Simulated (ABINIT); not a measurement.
# MgS (F-43m): G0W0 in ABINIT against the exchange cutoff, part 2 of 2

How does the gap of MgS (F-43m) converge in the exchange cutoff?

ABINIT 10.8.3; LDA and many-body steps on it, plane waves. Known limits of the many-body steps: not at the basis limit; coarse k mesh.

So far. Step 2 (Screening, 4×4×4 mesh, 26 bands, screening to 106.1 eV): Local fields lower ε∞ by 15 %. On a Γ-centred mesh this coarse the value itself is usually too large, while a short band sum pulls it down.

**5. 15.2 Ha**

Level of this step: G0W0 on LDA, plane waves, norm-conserving pseudopotentials (ABINIT).

The self-energy is evaluated for the states that the input lists, and the levels follow from it, in one-shot runs by the linearised quasiparticle equation.

run.abi

```
acell 3*1.0 Angstrom
rprim 
  -0.000000000000 2.833120046800 2.833120046800
  2.833120046800 -0.000000000000 2.833120046800
  2.833120046800 2.833120046800 -0.000000000000
ntypat 2
znucl 12 16
natom 2
typat 1 2
xred 
  0.000000000000 0.000000000000 0.000000000000
  0.750000000000 0.750000000000 0.750000000000
pp_dirpath "pseudos"
pseudos "Mg.upf, S.upf"
ecut 38
ngkpt 4 4 4
nshiftk 1
shiftk 0 0 0
kptopt 1
chksymbreak 0
istwfk *1
occopt 1
irdwfk 1
optdriver 4
nband 26
gwcalctyp 0
ecutsigx 15.2
symsigma 1
nkptgw 1
kptgw 
  0.0000000000 0.0000000000 0.0000000000
bdgw 
  6 12
ecuteps 3.9
irdscr 1
ppmodel 1
indata_prefix "in"
outdata_prefix "out"
tmpdata_prefix "tmp"
```

On the command line:

```
$ OMP_NUM_THREADS=1 mpirun -n 4 abinit run.abi > log
```

What it wrote:

```text
.Version 10.8.3 of ABINIT. v10.8.2 released Aug 2026.

 Symmetries : space group F-4 3 m (#216); Bravais cF (face-center cubic)
[... echo of the input left out ...]
== DATASET  1 ==================================================================
-   mpi_nproc: 4, omp_nthreads: 1 (-1 if OMP is not activated)

--- !DatasetInfo
iteration_state: {dtset: 1, }
dimensions: {natom: 2, nkpt: 8, mband: 26, nsppol: 1, nspinor: 1, nspden: 1, mpw: 3479, }
cutoff_energies: {ecut:  38.0, pawecutdg:  -1.0, }
[...]
10   9.041 -10.175  -4.709  -3.249   0.815  -0.227  -8.369   1.806  10.847
       11   9.041 -10.175  -4.709  -3.249   0.815  -0.227  -8.369   1.806  10.847
       12   9.041 -10.175  -4.709  -3.249   0.815  -0.227  -8.369   1.806  10.847

== END DATASET(S) ==============================================================
================================================================================

 -outvars: echo values of variables after computation  --------
           etotal      0.0000000000E+00
            nband          26
             nkpt           8
          spgroup         216
 [... the other variables as echoed above ...]

 Calculation completed.
```

Run time: 2 s. Hardware: 4 MPI ranks of Arm Neoverse V2, shared host; peak memory 0.12 GiB.

This step gave:

* G0W0 gap on the points computed: 4.923 eV
* starting gap on the mesh: 3.165 eV
* k of the valence top: 0, 0, 0
* k of the conduction bottom: 0, 0, 0
* least direct G0W0 gap on the computed points: 4.923 eV

The gap on the mesh goes from 3.17 eV to 4.92 eV, a correction of +1.76 eV.

**6. 26.6 Ha**

Changes to run.abi since step 5:

```diff
@@ -26,3 +26,3 @@
 gwcalctyp 0
-ecutsigx 15.2
+ecutsigx 26.6
 symsigma 1
```

What it wrote:

```text
.Version 10.8.3 of ABINIT. v10.8.2 released Aug 2026.

 Symmetries : space group F-4 3 m (#216); Bravais cF (face-center cubic)
[... echo of the input left out ...]
== DATASET  1 ==================================================================
-   mpi_nproc: 4, omp_nthreads: 1 (-1 if OMP is not activated)

--- !DatasetInfo
iteration_state: {dtset: 1, }
dimensions: {natom: 2, nkpt: 8, mband: 26, nsppol: 1, nspinor: 1, nspden: 1, mpw: 3479, }
cutoff_energies: {ecut:  38.0, pawecutdg:  -1.0, }
[...]
10   9.041 -10.175  -4.813  -3.249   0.815  -0.227  -8.454   1.720  10.762
       11   9.041 -10.175  -4.813  -3.249   0.815  -0.227  -8.454   1.720  10.762
       12   9.041 -10.175  -4.813  -3.249   0.815  -0.227  -8.454   1.720  10.762

== END DATASET(S) ==============================================================
================================================================================

 -outvars: echo values of variables after computation  --------
           etotal      0.0000000000E+00
            nband          26
             nkpt           8
          spgroup         216
 [... the other variables as echoed above ...]

 Calculation completed.
```

Wall time 2.1 s (4 MPI ranks); peak memory 0.14 GiB; 8 s of CPU time.

Numbers from this step:

```yaml
g0w0_gap_on_the_points_computed: 4.894 eV
starting_gap_on_the_mesh: 3.165 eV
k_of_the_valence_top: 0, 0, 0
k_of_the_conduction_bottom: 0, 0, 0
least_direct_g0w0_gap_on_the_computed_points: 4.894 eV
```

Against the run before, the gap moves by −0.029 eV.

**7. 38 Ha**

Changes to run.abi since step 6:

```diff
@@ -26,3 +26,3 @@
 gwcalctyp 0
-ecutsigx 26.6
+ecutsigx 38
 symsigma 1
```

What it wrote:

```text
.Version 10.8.3 of ABINIT. v10.8.2 released Aug 2026.

 Symmetries : space group F-4 3 m (#216); Bravais cF (face-center cubic)
[... echo of the input left out ...]
== DATASET  1 ==================================================================
-   mpi_nproc: 4, omp_nthreads: 1 (-1 if OMP is not activated)

--- !DatasetInfo
iteration_state: {dtset: 1, }
dimensions: {natom: 2, nkpt: 8, mband: 26, nsppol: 1, nspinor: 1, nspden: 1, mpw: 3479, }
cutoff_energies: {ecut:  38.0, pawecutdg:  -1.0, }
[...]
10   9.041 -10.175  -4.841  -3.249   0.815  -0.227  -8.477   1.698  10.739
       11   9.041 -10.175  -4.841  -3.249   0.815  -0.227  -8.477   1.698  10.739
       12   9.041 -10.175  -4.841  -3.249   0.815  -0.227  -8.477   1.698  10.739

== END DATASET(S) ==============================================================
================================================================================

 -outvars: echo values of variables after computation  --------
           etotal      0.0000000000E+00
            nband          26
             nkpt           8
          spgroup         216
 [... the other variables as echoed above ...]

 Calculation completed.
```

The job ended after 2.1 s (4 MPI ranks; peak memory 0.16 GiB).

This step gave:

* G0W0 gap on the points computed: 4.892 eV
* starting gap on the mesh: 3.165 eV
* k of the valence top: 0, 0, 0
* k of the conduction bottom: 0, 0, 0
* least direct G0W0 gap on the computed points: 4.892 eV

Against the run before, the gap moves by −0.002 eV.

**8. The runs together**

Times are wall times on 4 MPI ranks of Arm Neoverse V2, shared host, good to a factor of about two. A run's time includes the screening step that it read.

```
    run   mesh  bands  screening cutoff (eV)  DFT gap (eV)  gap on the mesh (eV)  direct (eV)  ε∞ used   time
 3.8 Ha  4×4×4     26                  106.1         3.165                 5.095        5.095     4.38  5.6 s
 7.6 Ha  4×4×4     26                  106.1         3.165                 5.031        5.031     4.38  5.6 s
15.2 Ha  4×4×4     26                  106.1         3.165                 4.923        4.923     4.38  5.6 s
26.6 Ha  4×4×4     26                  106.1         3.165                 4.894        4.894     4.38  5.7 s
  38 Ha  4×4×4     26                  106.1         3.165                 4.892        4.892     4.38  5.7 s
```

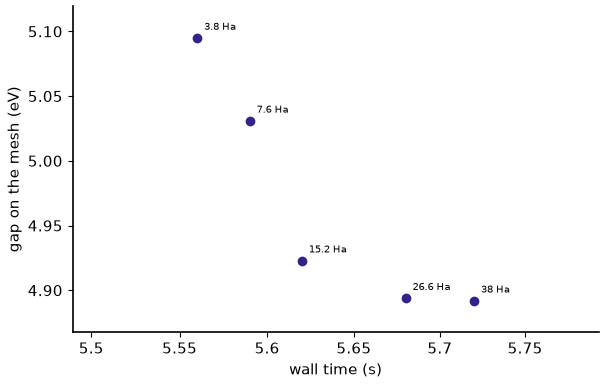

Result against wall time.

**9. What came out**

```json
{
 "3.8 Ha": "5.095 eV",
 "7.6 Ha": "5.031 eV",
 "15.2 Ha": "4.923 eV",
 "26.6 Ha": "4.894 eV",
 "38 Ha": "4.892 eV",
 "known limits": "not at the basis limit; coarse k mesh"
}
```

In words: The setting moved: exchange cutoff. From 3.8 Ha to 38 Ha the gap moves by −0.20 eV. It holds to 0.03 eV from 26.6 Ha on. Bands and screening cutoff are coupled, so a series along one setting does not show full convergence. Below the screening cutoff the correlation part is cut too. Bands and cutoff are finite, so the gap is not at the basis limit. The miss can reach some tenths of an eV and take either sign; the mesh is an error of its own. In the G0W0 runs levels were corrected at 1 k point alone, so a gap called «on the mesh» is the least over those, and an edge elsewhere would be missed. The 4×4×4 mesh is coarse for this cell, which bears on the long-range parts of exchange and screening.

[Paths, hosts, dates, memory and timing lines, banners, echoed tables and standing remarks are left out of the program output.]

[Logs are printed without paths, hosts, clocks, repeated set-up lines and the standing remarks that a program may print on its own settings, such as how far it seeks lower states.]

[Runs of the session that timed out or met a known fault of the program may be left out.]

[Hosts, paths, dates, database ids (printed as entryN), source tags and the programs' standing remarks are cut or masked in the printed files.]

[G0W0 gaps are taken among the corrected bands and points alone; a level outside them can change the order at an edge.]

[Where Ansatz stands beside ABINIT at settings called matched, ABINIT's density can come from a denser mesh and the files from another edition; pairs whose starting gaps differed by over 0.03 eV were left out, so agreement reads better than it is.]
